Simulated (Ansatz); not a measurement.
# Stretching the linear Mo chain, part 3 of 3

Wanted: energy, moment and open channels of the linear Mo chain from 12 % compression to 30 % stretch.

Ansatz 0.2.0; DFT PBE, plane waves, PAW; relaxation of a chain's period (the session's first sound run).

So far, conductance of the lead as this run defines it (G₀): step 3 (At a set period, period over the relaxed period 0.88 …) 6.00; step 8 (period over the relaxed period 1.08, k-mesh 1×1×34) 6.00; step 9 (period over the relaxed period 1.13, k-mesh 1×1×33) 4.70; step 10 (period over the relaxed period 1.2, k-mesh 1×1×31) 3.93; step 11 (period over the relaxed period 1.3, k-mesh 1×1×28) 3.18. Also absolute moment (μB): step 9 2.59; step 10 3.09; step 11 4.23.

## 12. Side by side

Times are for 4 threads of Arm Neoverse V1, shared host. Results by setting:

| no. | period over the relaxed period | conductance of the lead as this run defines it (G₀) | absolute moment (μB) | energy at zero smearing less the lowest (eV) | time | memory (GiB) |
| --- | --- | --- | --- | --- | --- | --- |
| 1 | 0.88 | 6.000 | 0 | 1.084 | 22 s | 0.45 |
| 2 | 0.92 | 6.000 | 0 | 0.4041 | 20 s | 0.44 |
| 3 | 0.96 | 6.000 | 0 | 0.09831 | 21 s | 0.45 |
| 4 | 1 | 6.000 | 0 | 0 | 18 s | 0.43 |
| 5 | 1.04 | 6.000 | 0 | 0.06600 | 18 s | 0.42 |
| 6 | 1.08 | 6.000 | 0 | 0.2456 | 19 s | 0.45 |
| 7 | 1.13 | 4.697 | 2.586 | 0.3862 | 21 s | 0.47 |
| 8 | 1.2 | 3.935 | 3.093 | 0.6105 | 23 s | 0.5 |
| 9 | 1.3 | 3.183 | 4.230 | 0.9389 | 17 s | 0.41 |

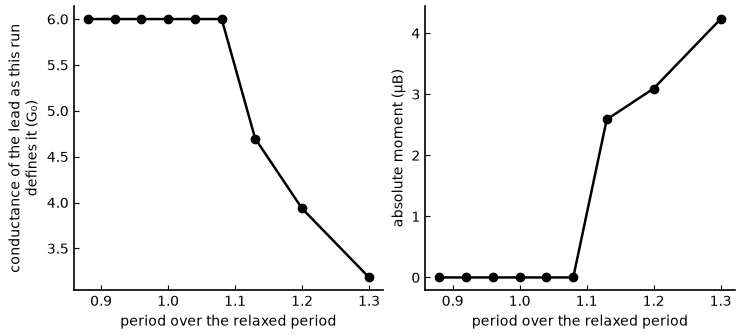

The series as plots.

## 13. A repeat with changed settings: output.transmission.reduced_basis = false

This step: DFT PBE, plane waves, PAW; channels and complex bands of a perfect chain; changed: output.transmission.reduced_basis = false (Ansatz 0.2.0).

The atoms of the run at the relaxed period are kept and the input is varied, to see whether the result depends on it.

Contents of input.yaml:

```yaml
crystal:
  lattice:
    - [7.5, 0.0, 0.0]
    - [0.0, 7.5, 0.0]
    - [0.0, 0.0, 2.2041873316]
  atoms:
    - { symbol: Mo, position: [0.5, 0.5, 0.0], spin: 3.0 }
magnetization:
  spin_polarized: true
kpoints:
  mp_grid: { grid: [1, 1, 37] }
scf:
  occupations: { method: fermi_dirac, width: 0.05 }
hamiltonian:
  xc: pbe
output:
  transmission:
    e_range: [-2, 2]
    de: 0.035
    kmesh: [1, 1]
    reduced_basis: false
    leads: [[0, 0]]
  stress: true
```

The run is started by

```console
ansatz run input.yaml --threads 4 --pin off --max-ram 8192MiB --backend cpu --events-out ev --progress --plain --runs-dir out
```

Numbers of over 12 decimals in the logs are rounded to 6 here.

Output:

```text
[...]
Crystal: 1 atoms, lattice volume = 123.986 Å³
Basis set: ecut = 420 eV, 2447 PW (Γ)
Bands: 13, of which v1, the nominal top of the filled ones, is band 7 counted from 1 (6 counted from 0)
Symmetry: 16 space group operations
[...]
k-points: 19 of 37
[...]
Starting moments: Σ|m| = 3 μB on 1 of 1 site
[...]
SCF iter   1: F=—  HF=-4951.603573 eV  |F-HF|=—  |Δ(HF+E_count)|=         —  Δρ=3.44e-2 (↑3.44e-2 ↓3.25e-2)  dr2=5.84e-1  dr2_m=1.13e0  M=0.928 μB ∫|m|=0.931 μB  β_m=0.30  ethr=3.10e-3  ⟨swp⟩=6.3  Hψ=2872  notcnv=0
[...]
SCF iter  11: F=-4951.407640 eV  HF=-4951.407640 eV  |F-HF|=2.73e-12  |Δ(HF+E_count)|=  3.61e-10  Δρ=2.49e-8 (↑2.43e-8 ↓2.49e-8)  dr2=6.53e-13  dr2_m=4.65e-13  M=-0.000 μB ∫|m|=0.000 μB  ethr=1.62e-12  ⟨swp⟩=4.2  Hψ=1809  notcnv=0
SCF 1 converged in 11 iterations: F = -4951.407640 eV  dr2 = 6.53e-13
[...]
transmission: 4 of 8 steps passed
transmission: 8 of 8 steps passed
SCF converged after 11 iterations
Magnetization: -0.0000 μB (7.0000 up, 7.0000 down)
Absolute magnetization: 0.0000 μB (∫|ρ↑−ρ↓|, with the PAW one-centre terms)
[...]
Per-site moments (μB) at R_I (Å): [(-9.429893381618438e-8, 0.909227)]
Free energy (F): -4951.407640 eV
[...]
Internal energy: -4951.391731 eV  (E = F + TS)
E sigma→0 (E₀):  -4951.399686 eV
Entropy (-TS):   -0.015909 eV (-15.909 meV/atom)
Fermi energy:    -1.359309 eV
[...]
--- Stress (GPa, compression-positive) ---
       -0.291811       0.000000       0.000000
        0.000000      -0.291811       0.000000
        0.000000       0.000000       0.230143
  P = ⅓ Tr σ = -0.1178 GPa (-1.178 kbar)
--- Band table (eV; the first three rows and the last of 38) ---
  k-point 0 ↑: bands = [... 3 lower, -33.7833, -5.6948, -2.8106, -2.2751, -2.2528, 0.9872, 0.9872, 3.0110, ... 2 higher]
  k-point 1 ↑: bands = [... 3 lower, -33.8255, -5.6149, -2.7886, -2.2612, -2.2391, 0.9648, 0.9648, 3.0334, ... 2 higher]
  k-point 2 ↑: bands = [... 3 lower, -33.9498, -5.3780, -2.7221, -2.2198, -2.1981, 0.8881, 0.8881, 3.1005, ... 2 higher]
  k-point 18 ↓: bands = [... 3 lower, -35.6585, -4.9138, -4.9138, 0.1610, 0.1628, 1.9847, 5.1288, 8.6891, ... 2 higher]
--- Transmission ---
  basis      : 497 plane waves across, 4 finite elements along
  points     : 1, standing for a mesh of 1 x 1
[...]
crystal 0  : Mo1, at the sites [0, 0], period 2.2042 Å: whole cells are its period
[...]
filled         : 41.6 meV under the level at which it is neutral
    channels       : 6.000000e0 up, 6.000000e0 down
[...]
```

Wall time 4.4 min (4 threads of Arm Neoverse V1, shared host); peak memory 2.3 GiB; 17 min of CPU time.

Numbers from this step:

- energy at zero smearing: -4951.3997 eV
- channels at the energy nearest the Fermi level, spin up: 6
- channels at the energy nearest the Fermi level, spin down: 6
- conductance of the lead as this run defines it: 6.000 G₀

Table of open channels of the lead by energy, zero at the Fermi level:

| energy (eV) | spin up | spin down |
| --- | --- | --- |
| -2.000 | 3 | 3 |
| -1.790 | 3 | 3 |
| -1.615 | 3 | 3 |
| -1.405 | 4 | 4 |
| -1.195 | 4 | 4 |
| -0.985 | 4 | 4 |
| -0.810 | 6 | 6 |
| -0.600 | 6 | 6 |
| -0.390 | 6 | 6 |
| -0.215 | 6 | 6 |
| -0.005 | 6 | 6 |
| 0.205 | 6 | 6 |
| 0.415 | 6 | 6 |
| 0.590 | 6 | 6 |
| 0.800 | 6 | 6 |
| 1.010 | 6 | 6 |
| 1.185 | 6 | 6 |
| 1.395 | 6 | 6 |
| 1.605 | 4 | 4 |
| 1.815 | 4 | 4 |

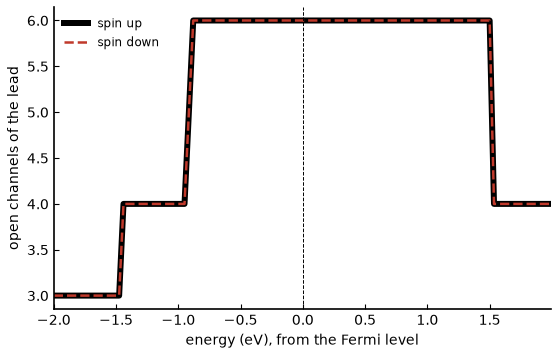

Open channels of the lead, plotted against energy.

It took 4.4 min against 18 s for the run it varies, and the conductance is 6.00 G₀ against 6.00 G₀.

The channels at the energy nearest the Fermi level, spin up, channels at the energy nearest the Fermi level, spin down and conductance of the lead as this run defines it stay within 0.2 % plus 0.001 of the run it varies.

## 14. Results

```json
{"relaxed cell length": "2.204 Å", "conductance at period × 0.88": "6.00 G₀", "conductance at period × 1.0": "6.00 G₀", "conductance at period × 1.13": "4.70 G₀", "conductance at period × 1.3": "3.18 G₀", "absolute moment at period × 0.88": "0 μB", "absolute moment at period × 1.0": "0 μB", "absolute moment at period × 1.3": "4.23 μB"}
```

In these runs no moment survives at the shortest period, and one is present from a factor of 1.13 on: longer bonds narrow the bands, which favours exchange splitting. The conductance goes from 6.00 G₀ at the shortest period to 3.18 G₀ at the longest, while the magnetic state changes too. Transport is coherent and elastic here: the atoms are frozen, so scattering by vibrations plays no part. No search over magnetic orders was made; another may lie lower. For the perfect chain only parallel moments were started; its antiparallel and spiral orders were not tested. Conductances of a perfect chain off the multiples of half a G0 come from band edges within the thermal window; the square box also splits pairs of bands that an isolated chain keeps degenerate, which moves such edges. The lead's cell of one atom keeps the chain straight and evenly spaced; a zigzag or dimerised form may lie lower.

[Logs are printed without paths, hosts, clocks, repeated set-up lines and the standing remarks that a program may print on its own settings, such as how far it seeks lower states.]

[Hosts, paths, dates, database ids (printed as entryN), source tags and the programs' standing remarks are cut or masked in the printed files.]
